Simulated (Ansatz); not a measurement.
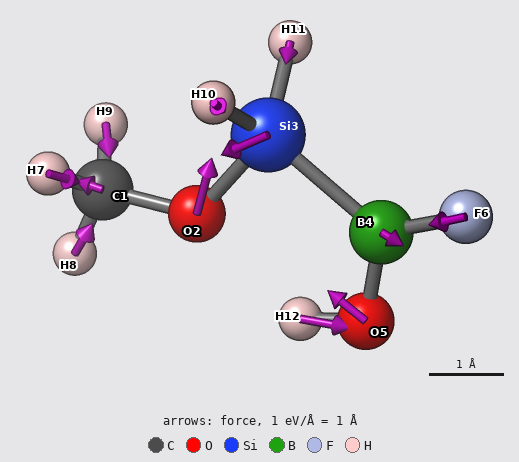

Starting geometry of CH₆BFO₂Si with the computed forces as purple arrows. A ball-and-stick model, seen at a tilt.

The start comes from PBE-D4/def2-SVP.

These are results of RKS PBE0-D4/def2-TZVP in Ansatz, not measurements.

The input:
```yaml
crystal:
  periodic: [false, false, false]
  atoms:
    - {symbol: C, position_ang: [-0.219155, -1.935245, -0.449638]}
    - {symbol: O, position_ang: [-0.211834, -0.520213, -0.392583]}
    - {symbol: Si, position_ang: [0.494530, 0.391484, 0.869399]}
    - {symbol: B, position_ang: [0.009200, 2.202438, 0.077839]}
    - {symbol: O, position_ang: [-0.654840, 2.123383, -1.098276]}
    - {symbol: F, position_ang: [0.276517, 3.408844, 0.593128]}
    - {symbol: H, position_ang: [0.811927, -2.353537, -0.511630]}
    - {symbol: H, position_ang: [-0.774377, -2.252891, -1.355889]}
    - {symbol: H, position_ang: [-0.721320, -2.384790, 0.437901]}
    - {symbol: H, position_ang: [1.966304, 0.070266, 0.989581]}
    - {symbol: H, position_ang: [-0.138046, 0.028130, 2.192776]}
    - {symbol: H, position_ang: [-0.761806, 1.167031, -1.318709]}
basis:
  gaussian: {orbitals: def2-TZVP}
hamiltonian: {xc: pbe0, dispersion: d4}
relax: {f_tol: 0.005, max_steps: 150}
```

Launched with:
```bash
ansatz run in.yaml --threads 4 --pin off --events-out ev --progress --plain --max-ram 10444MiB
```

> What follows when this structure is relaxed?

It isn't relaxed: the largest force vector, on O2, is 0.89 eV/Å. The final displacements have little in common with the starting forces (cosine between the two patterns 0.20). The largest move after the best rigid fit is that of H12, 0.31 Å. Largest moves by element: H 0.31 Å, O 0.18 Å, F 0.15 Å, Si 0.11 Å, C 0.09 Å, B 0.01 Å. Near-neighbour distances that change, for instance: O2–Si3 1.710 → 1.659 Å, O5–H12 0.987 → 0.964 Å, C1–H7 1.114 → 1.096 Å, Si3–H10 1.511 → 1.493 Å. Bond angles that change, for instance: O2–Si3–B4 95.1° → 100.2°, Si3–B4–O5 113.8° → 118.7°, B4–O5–H12 107.7° → 111.3°. Over 11 accepted moves (13 points after the start) the energy falls by 2.08 kcal/mol. Largest force component: 0.77 eV/Å at the start, 0.0016 eV/Å at the end. The line search rejected the trial steps at points 6, 9 of the run.
